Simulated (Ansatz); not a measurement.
Input file:

```
crystal:
  periodic: [false, false, false]
  atoms:
    - {symbol: Ga, position_ang: [-0.828614, -0.028441, -0.542005]}
    - {symbol: O, position_ang: [1.064208, 1.004442, -1.044570]}
    - {symbol: H, position_ang: [-0.668906, -1.094399, -1.706353]}
    - {symbol: H, position_ang: [-1.830380, 1.167561, -0.755888]}
    - {symbol: H, position_ang: [1.716646, 0.785291, -0.371305]}
    - {symbol: C, position_ang: [-0.280409, -0.539024, 1.294515]}
    - {symbol: H, position_ang: [1.393957, 0.645571, -1.874570]}
    - {symbol: H, position_ang: [0.587395, -1.204233, 1.301480]}
    - {symbol: H, position_ang: [-1.095774, -1.074577, 1.789432]}
    - {symbol: H, position_ang: [-0.058325, 0.337608, 1.909162]}
basis:
  gaussian: {orbitals: def2-TZVPP}
hamiltonian: {xc: pbe0, dispersion: d4}
output: {orbitals: {seedname: orbitals}}
```

Command:

```sh
ansatz run in.yaml --threads 4 --pin off --events-out ev --progress --plain --max-ram 9574MiB
```

The product side of a reaction path; geometry: PBE0-D4/def2-TZVP.

Computed with RKS PBE0-D4/def2-TZVPP (Ansatz).

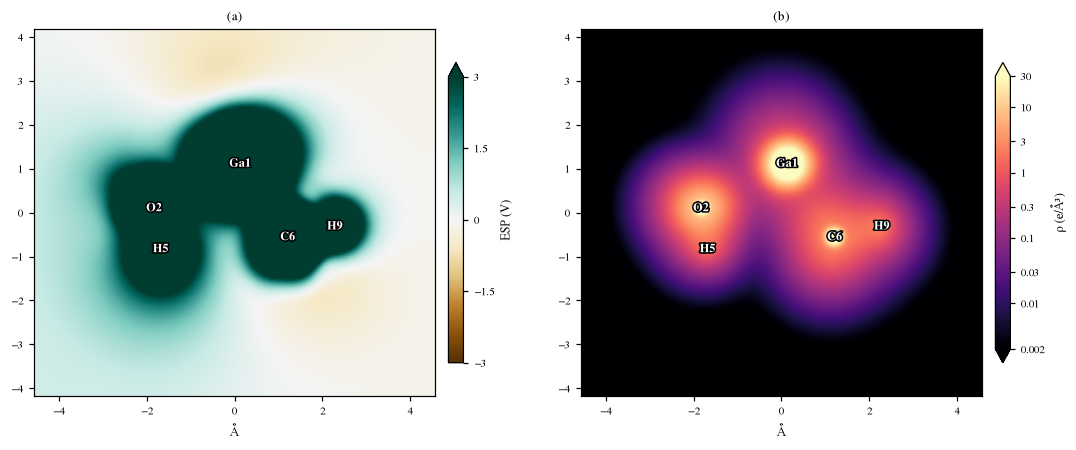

CH7GaO. (a) electrostatic potential; (b) electron density on the plane of atoms O2, Ga1 and C6.

What do the fields say about this system?

Answer. The section cuts through Ga, O, H and C sites.
C–Ga (1.98 Å): ρ at the midpoint is about 0.76 e/Å³.
Ga–O (2.21 Å): the density is about 0.32 e/Å³ at the midpoint.
O–H (0.96 Å): ρ is about 3.8 e/Å³ halfway.
C–H (1.09 Å): the density is about 1.9 e/Å³ at the midpoint.
Outside the dense part of the molecule the potential is most negative (−0.7 V) near H4, which lies off the plane.
